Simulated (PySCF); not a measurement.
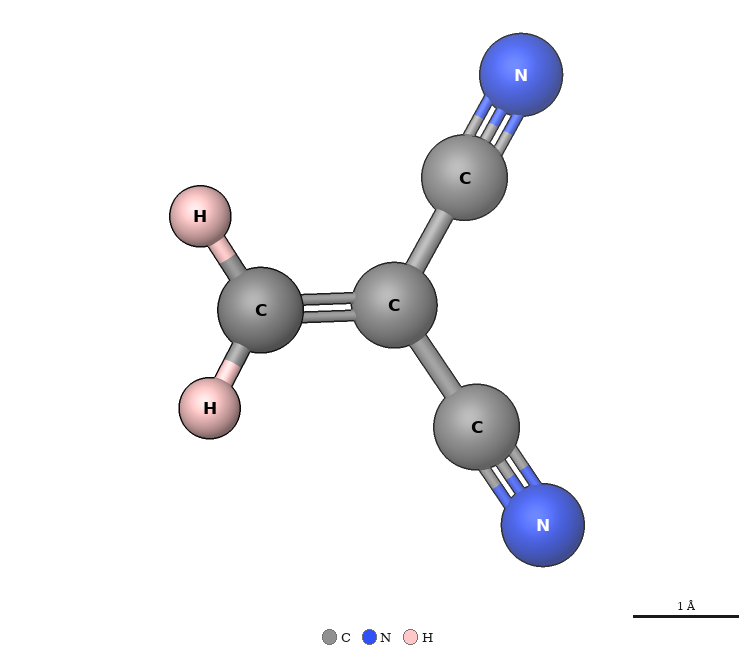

Distant atoms are faded towards the background colour. The computed structure is the end point of a GFN2-xTB optimisation. No frequency run is at hand to confirm it as a minimum. Masses are those of the most abundant isotopes; constants are for the rigid equilibrium geometry.

What kind of rotor is it, and what are its rotational constants in cm⁻¹?

Answer. An asymmetric top (C2v): A = 0.215, B = 0.101, C = 0.0686 cm⁻¹. Ray's parameter κ is −0.56, nearer the prolate limit.
